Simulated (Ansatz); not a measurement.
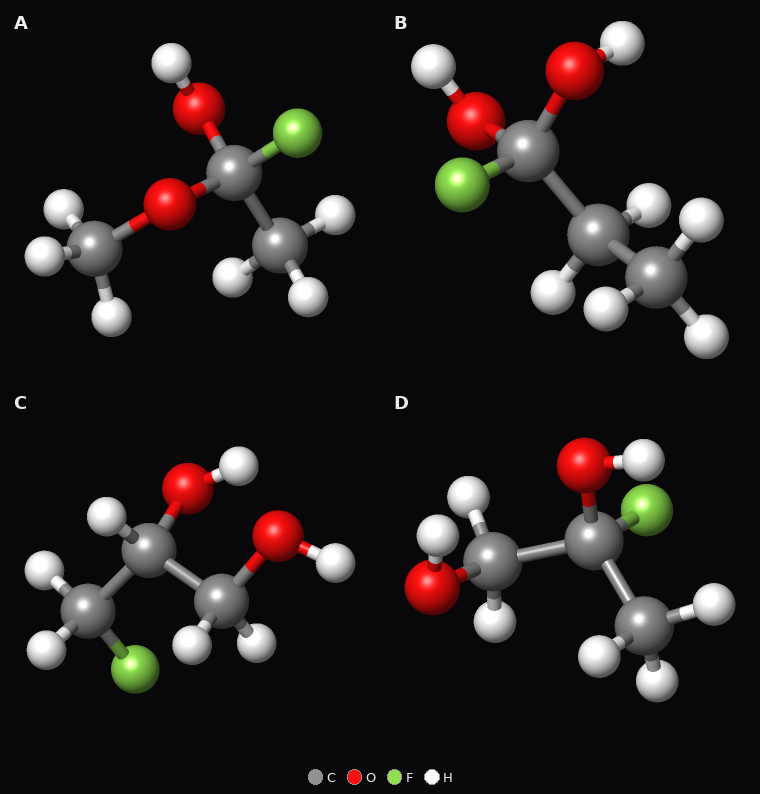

Figure made from data computed with Ansatz.

> Which panel belongs to which SMILES?
(1) CCC(O)(O)F
(2) CO[C@@](C)(O)F
(3) C[C@@](O)(F)CO
(4) OC[C@@H](O)CF

A is (2), B is (1), C is (4), D is (3).
